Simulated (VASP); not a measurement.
Band structure of ZrSe$_{2}$ (1T layered). Method: PW91 GGA, VASP's PBE PAW potentials (set 64) (plane waves; VASP).

Without a dispersion term in the relaxation, distances and binding between the weakly bound layers, chains or molecules are unreliable, and so is what depends on them.

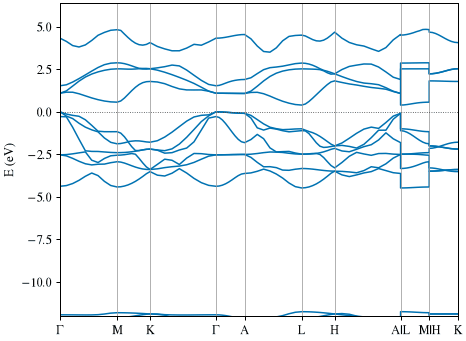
Figure: Bands along high-symmetry lines, zero at the valence-band maximum or, without a gap, the Fermi level

Q: Read the plot: is there a gap, and where are the band edges?

A: The gap is indirect, 0.40 eV, from the valence maximum at Γ to the conduction minimum at L. (Edges off the drawn lines would not show.)

The compound is ZrSe2 in the 1T layered structure. It was relaxed first, which changed the volume by +9 %.
